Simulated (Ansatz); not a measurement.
**triplet CH5BFN at 5 levels**

Wanted: a comparison of 5 runs (U-r2SCAN/cc-pVDZ, U-wB97M-V/cc-pVDZ, UCAM-B3LYP/cc-pVDZ, UPBE0/cc-pVDZ, UMP2/cc-pVDZ) of triplet CH5BFN. 

Program for the calculation: Ansatz 0.2.0.

126 further runs of the same task are left out: 126 set aside as unsound or not needed.

## (1) The system as given

CH5BFN has 9 atoms, charge 0, and is taken as a triplet. As SMILES of the parent species, `CB(N)F`. The coordinates come from a PBE0-D4/def2-TZVP relaxation. That shape belongs to the parent species and isn't relaxed for this state.

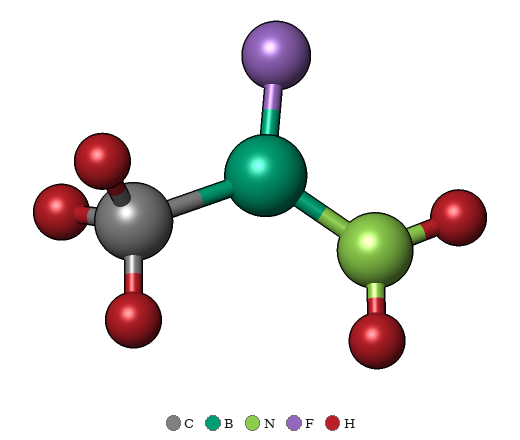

The structure, seen from a chosen angle (carbon grey, boron teal, nitrogen green, fluorine purple, hydrogen red).

## (2) A single-point energy at U-r2SCAN/cc-pVDZ (run 1)

run.yaml reads:

```yaml
crystal:
  periodic: [false, false, false]
  atoms:
    - {symbol: C, position_ang: [-0.428400, 0.964700, -0.539000]}
    - {symbol: B, position_ang: [0.098200, -0.482300, -0.251400]}
    - {symbol: "N", position_ang: [0.546200, -0.928100, 0.993800]}
    - {symbol: F, position_ang: [0.128500, -1.370900, -1.263800]}
    - {symbol: H, position_ang: [0.176600, 1.438400, -1.318100]}
    - {symbol: H, position_ang: [-0.424000, 1.616300, 0.336600]}
    - {symbol: H, position_ang: [-1.450400, 0.924300, -0.928000]}
    - {symbol: H, position_ang: [0.878700, -1.865200, 1.143700]}
    - {symbol: H, position_ang: [0.563100, -0.343500, 1.809000]}
basis:
  gaussian:
    orbitals: cc-pVDZ
hamiltonian:
  xc: r2scan
accuracy: high
output:
  orbitals: {seedname: orbitals}
magnetization:
  spin_polarized: true
  initial_magnetization: 2
```

Command:

```
$ ansatz run run.yaml --threads 1 --pin off --max-ram 3480MiB --events-out events.jsonl --progress --plain --runs-dir runs
```

The program printed:

```text
Warning: RAYON_NUM_THREADS=1 ignored (pool sized by the plan → 1); use --threads N
Functional definition: r2SCAN
  name "r2SCAN"
  parameter k0 = 0.174
  parameter k1 = 0.065
  parameter a1 = 4.9479
  exchange = r2scan_x(k0 = k0, k1 = k1, a1 = a1)
  correlation = r2scan_c
1903 factors; integrals over basis functions are off by at most 3.3e-9 eV
mean field evaluation 1: about -5986.6013 eV, gradient 4.1e1 eV
mean field evaluation 2: about -5968.8328 eV, gradient 6.1e1 eV
mean field evaluation 4: about -5994.4877 eV, gradient 7.1e0 eV
mean field evaluation 8: about -5994.8137 eV, gradient 5.5e-1 eV
mean field evaluation 16: about -5994.8116 eV, gradient 1.2e-3 eV
mean field evaluation 32: about -5994.8116 eV, gradient 4.5e-5 eV
mean field evaluation 64: about -5994.8066 eV, gradient 2.3e-1 eV
mean field evaluation 96: about -5994.8056 eV, gradient 4.8e-2 eV
mean field evaluation 128: about -5994.8115 eV, gradient 2.2e-2 eV
mean field -5994.81157614 eV, -220.3052619940 hartree, gradient 2.4e-8 eV, S^2 2.010024; 8 other end points of the search recorded, 0 dependent functions left out
reference -5994.81157816 eV, -220.3052620682 hartree; 17, 15 occupied and 64, 66 virtual orbitals, 1903 factors
Total energy: -5994.81157816 eV, -220.3052620682 hartree
```

Run time: 2 min. Hardware: 1 thread of Arm Neoverse V1, shared host; peak memory 0.41 GiB.

## (3) A single-point energy at U-wB97M-V/cc-pVDZ (run 2)

molecule.yaml reads:

```yaml
crystal:
  periodic: [false, false, false]
  atoms:
    - {symbol: C, position_ang: [-0.428400, 0.964700, -0.539000]}
    - {symbol: B, position_ang: [0.098200, -0.482300, -0.251400]}
    - {symbol: "N", position_ang: [0.546200, -0.928100, 0.993800]}
    - {symbol: F, position_ang: [0.128500, -1.370900, -1.263800]}
    - {symbol: H, position_ang: [0.176600, 1.438400, -1.318100]}
    - {symbol: H, position_ang: [-0.424000, 1.616300, 0.336600]}
    - {symbol: H, position_ang: [-1.450400, 0.924300, -0.928000]}
    - {symbol: H, position_ang: [0.878700, -1.865200, 1.143700]}
    - {symbol: H, position_ang: [0.563100, -0.343500, 1.809000]}
basis:
  gaussian: {orbitals: cc-pVDZ}
total_charge: 0
magnetization: {spin_polarized: true, initial_magnetization: 2}
hamiltonian: {xc: {name: wB97M-V}}
accuracy: high
output: {orbitals: {seedname: orbitals}}
```

Command:

```
$ ansatz run molecule.yaml --threads 1 --pin off --max-ram 3480MiB --events-out events.jsonl --progress --plain --runs-dir runs
```

The program printed (excerpt; [...] marks lines left out):

```text
Warning: RAYON_NUM_THREADS=1 ignored (pool sized by the plan → 1); use --threads N
Functional definition: wB97M-V
  name "wB97M-V"
[...]
  gx(w, u) = 1 - cx + cx01*u + cx10*w
  gss(w, u) = css00 + css04*u^4 + css10*w + css20*w^2 + css43*w^4*u^3
  gos(w, u) = cos00 + cos10*w + (cos20 + cos21*u)*w^2 + (cos60 + cos61*u)*w^6
[...]
      + integral(e_c_pw_mod_opposite_spin*gos(b97_w_opposite, b97_u_opposite)) + vv10(b, c)
1903 factors; integrals over basis functions are off by at most 3.3e-9 eV
338 factors; integrals over basis functions are off by at most 2.5e-9 eV
[...]
mean field -5995.11068259 eV, -220.3162539532 hartree, gradient 3.0e-8 eV, S^2 2.004559; 6 other end points of the search recorded, 0 dependent functions left out
reference -5995.11068660 eV, -220.3162541005 hartree; 17, 15 occupied and 64, 66 virtual orbitals, 1903 factors
Total energy: -5995.11068660 eV, -220.3162541005 hartree
```

It took 3.8 min on 1 thread of Arm Neoverse V1, shared host; peak memory 0.86 GiB.

Runs 3 to 4 aren't shown in full; the table further down has their settings and results.

## (4) A single-point energy at UMP2/cc-pVDZ (run 5)

input.yaml reads:

```yaml
crystal:
  periodic: [false, false, false]
  atoms:
    - {symbol: C, position_ang: [-0.428400, 0.964700, -0.539000]}
    - {symbol: B, position_ang: [0.098200, -0.482300, -0.251400]}
    - {symbol: N, position_ang: [0.546200, -0.928100, 0.993800]}
    - {symbol: F, position_ang: [0.128500, -1.370900, -1.263800]}
    - {symbol: H, position_ang: [0.176600, 1.438400, -1.318100]}
    - {symbol: H, position_ang: [-0.424000, 1.616300, 0.336600]}
    - {symbol: H, position_ang: [-1.450400, 0.924300, -0.928000]}
    - {symbol: H, position_ang: [0.878700, -1.865200, 1.143700]}
    - {symbol: H, position_ang: [0.563100, -0.343500, 1.809000]}
basis:
  gaussian:
    orbitals: cc-pVDZ
magnetization:
  spin_polarized: true
  initial_magnetization: 2
correlation:
  method: mp2
  frozen_orbitals: {B: 1, C: 1, F: 1, H: 0, "N": 1}
accuracy: high
```

Command:

```
$ ansatz run input.yaml --threads 1 --pin off --max-ram 3480MiB --events-out events.jsonl --progress --plain --runs-dir runs
```

The program printed (excerpt; [...] marks lines left out):

```text
Warning: RAYON_NUM_THREADS=1 ignored (pool sized by the plan → 1); use --threads N
Functional definition: HF
  name "HF"
[...]
1903 factors; integrals over basis functions are off by at most 3.3e-9 eV
[...]
mean field -5965.58328876 eV, -219.2311422444 hartree, gradient 2.2e-8 eV, S^2 2.020570; 9 other end points of the search recorded, 0 dependent functions left out
4 core orbitals not correlated: weight in the atoms' cores, before any rotation towards them, 1.000 or more for the frozen orbitals, at most 0.000 for the correlated occupied ones
reference -5965.58328876 eV, -219.2311422444 hartree; 13, 11 occupied and 64, 66 virtual orbitals, 1903 factors
second order -14.93911845 eV of doubles, -0.00000000 eV of singles
Total energy: -5980.52240721 eV, -219.7801447214 hartree
```

Run time: 8.1 s. Hardware: 1 thread of Arm Neoverse V1, shared host; peak memory 0.32 GiB.

## (5) Overview of the runs

| run | level | frozen core orbitals | energy (Eh) | HOMO energy (eV) | ⟨S²⟩ | wall time |
| --- | --- | --- | --- | --- | --- | --- |
| 1 | U-r2SCAN/cc-pVDZ | – | -220.305262 | -0.03 | 2.010 | 2 min |
| 2 | U-wB97M-V/cc-pVDZ | – | -220.316254 | -2.71 | 2.005 | 3.8 min |
| 3 | UCAM-B3LYP/cc-pVDZ | – | -220.318965 | -2.11 | 2.005 | 36 s |
| 4 | UPBE0/cc-pVDZ | – | -220.173399 | -1.08 | 2.006 | 56 s |
| 5 | UMP2/cc-pVDZ | 4 | -219.780145 | – | 2.021 | 8.1 s |

## (6) Results

| quantity | value |
| --- | --- |
| run 5: total energy | -219.78014 Eh |
| run 5: correlation energy (4 core orbitals frozen) | -549.0 mEh |
| run 5: ⟨S²⟩ of the reference determinant | 2.021 |

What this shows: Totals of different functionals can't be ranked against each other. All runs together took 7.5 min, the longest 3.8 min.
